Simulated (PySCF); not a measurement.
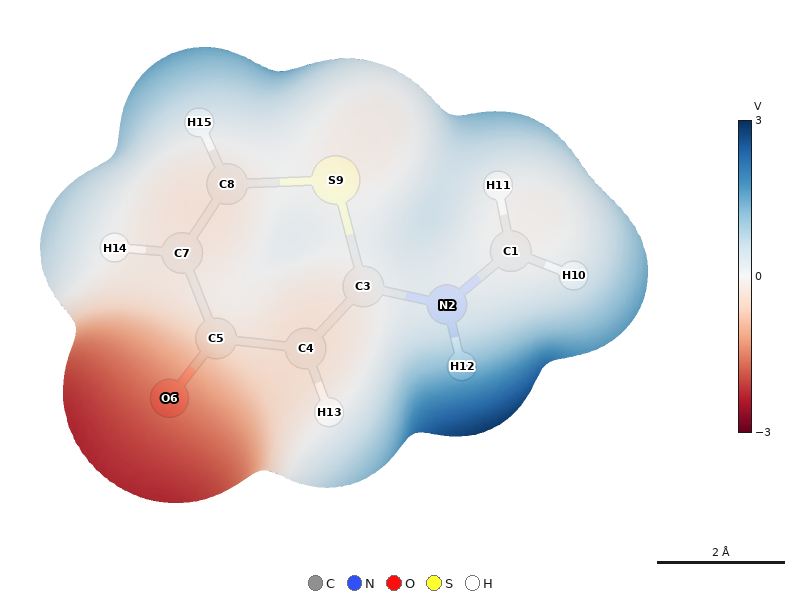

The picture shows: C$_{6}$H$_{6}$NOS (SMILES [CH2]Nc1cc(=O)ccs1) (doublet). The electrostatic potential painted on the density surface at 0.002 e/bohr³, seen at a tilt; the colour scale runs from red (negative) to blue (positive).

Geometry: GFN2-xTB.

Theory: UKS B3LYP, pcH-1 on C H N O S, non-relativistic, mean-field spin-orbit, GIAO (PySCF 2.14.0, density-fitted response routines).

```csv
atom,x (Å),y (Å),z (Å)
C,2.8585,0.6757,0.0948
N,1.9084,-0.2500,-0.1072
C,0.5594,-0.0932,-0.0444
C,-0.2861,-1.1488,-0.2672
C,-1.7209,-1.1333,-0.2183
O,-2.3935,-2.1430,-0.4216
C,-2.3597,0.1526,0.0882
C,-1.7242,1.2988,0.3290
S,-0.0043,1.5286,0.3390
H,3.8850,0.3861,0.0174
H,2.5796,1.6795,0.3396
H,2.2158,-1.1899,-0.3333
H,0.1586,-2.1084,-0.4988
H,-3.4403,0.1327,0.1116
H,-2.2407,2.2207,0.5493
```

Describe the electrostatic potential map.

Answer. The most negative region (about −2.3 V) lies over O6, the most positive (about +2.8 V) over H12. O6 is the likeliest acceptor of a hydrogen bond.
